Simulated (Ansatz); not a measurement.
# AlH3Se3: rigid scan of one bond length from a Python script

How does the energy of AlH3Se3 change as one bond is stretched? Aim: a rigid scan of one bond length, for AlH3Se3, run from a script. SMILES: [SeH][Al]([SeH])[SeH].

Computed with Ansatz 0.2.0 through its Python package. Level of theory: PBE0/def2-SVP.

## Step 1: The system

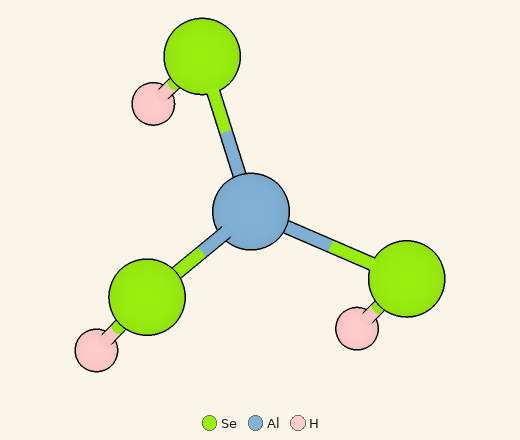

The starting structure, viewed from a chosen angle; selenium green, aluminium light blue, hydrogen pink.

The script holds or builds the structure itself.

## Step 2: The script

The input, run_scan.py:

```python
"""Potential curve of AlH3Se3 along one bond."""

import warnings

import ansatz as az
import numpy as np


def main() -> None:
    warnings.simplefilter("ignore", az.DeckWarning)

    geometry_ang = [
        ("Se", (-2.4341, 0.0407, 0.2621)),
        ("Al", (-0.1962, -0.6344, 0.1546)),
        ("Se", (1.1494, -0.5208, 2.1078)),
        ("Se", (0.8092, -1.4056, -1.9197)),
        ("H", (-2.0585, 1.5102, -0.1311)),
        ("H", (1.6059, 0.925, 1.7576)),
        ("H", (1.1856, 0.0169, -2.277)),
    ]
    geometry = az.Crystal.molecule()
    for symbol, xyz in geometry_ang:
        geometry = geometry.atom(symbol, xyz)

    symbols = [site.symbol for site in geometry.cartesian_sites]
    start = np.array([site.position_ang for site in geometry.cartesian_sites])
    axis = (start[4] - start[0]) / np.linalg.norm(start[4] - start[0])
    moving = [4]
    lengths, energies = [1.379, 1.442, 1.504, 1.567, 1.63, 1.692, 1.755, 1.849], []
    for length in lengths:
        xyz = start.copy()
        xyz[moving] += (length - np.linalg.norm(start[4] - start[0])) * axis
        point = az.Crystal.molecule()
        for symbol, xyz in zip(symbols, xyz):
            point = point.atom(symbol, xyz.tolist())
        setup = (
            point.calculation()
            .basis(gaussian="def2-SVP")  # atom-centred Gaussian functions
            .functional("pbe0")
        )
        summary = setup.run(threads=1, backend="cpu").report
        energies.append(summary["free_energy_ev"])
        print(f"r = {length:6.3f} A  E = {energies[-1]:.5f} eV  <S^2> = {abs(summary['mean_field']['state']['spin_squared']):.3f}")

    # quartic fit about the minimum
    fit = np.polynomial.Polynomial.fit(lengths, np.array(energies) - min(energies), 4).convert()
    roots = [r.real for r in fit.deriv().roots() if abs(r.imag) < 1e-9 and fit.deriv(2)(r.real) > 0]
    r_e = min(roots, key=lambda r: abs(r - lengths[int(np.argmin(energies))]))
    print(f"minimum of the fit at {r_e:.4f} A, force constant {fit.deriv(2)(r_e):.2f} eV/A^2")


if __name__ == "__main__":
    main()
```

## Step 3: What the engine is handed

The package turns the script's settings into the engine's input (first run):

```yaml
crystal:
  periodic: [false, false, false]
  atoms:
    - { symbol: Se, position_ang: [-2.4341, 0.0407, 0.2621] }
    - { symbol: Al, position_ang: [-0.1962, -0.6344, 0.1546] }
    - { symbol: Se, position_ang: [1.1494, -0.5208, 2.1078] }
    - { symbol: Se, position_ang: [0.8092, -1.4056, -1.9197] }
    - { symbol: H, position_ang: [-2.1035370249238237, 1.3339968367264132, -0.08395261395088512] }
    - { symbol: H, position_ang: [1.6059, 0.925, 1.7576] }
    - { symbol: H, position_ang: [1.1856, 0.0169, -2.277] }
basis:
  gaussian:
    orbitals: def2-SVP
hamiltonian:
  xc: pbe0
```

## Step 4: The run

Command:

```
> python run_scan.py
```

Q: Predict the main results. Wanted: range of energy; lowest point, distance.

**Answer**, as computed:

```
                        quantity     value
bond length at the fit's minimum  1.4738 Å
                   runs compared         8
                 range of energy  0.874 eV
      lowest point, distance (Å)      1.50
```

In words: The lowest point, at 1.50, lies inside the range. The ends stand 0.103 and 0.874 eV above it. The distance scanned is the script's pair 0, 4. Caveats:
- The rest of the molecule is held rigid at a force-field or estimated start geometry, and the basis set is modest; single-reference methods fail as a bond breaks.
- The orbitals are restricted, so S² is zero by construction.
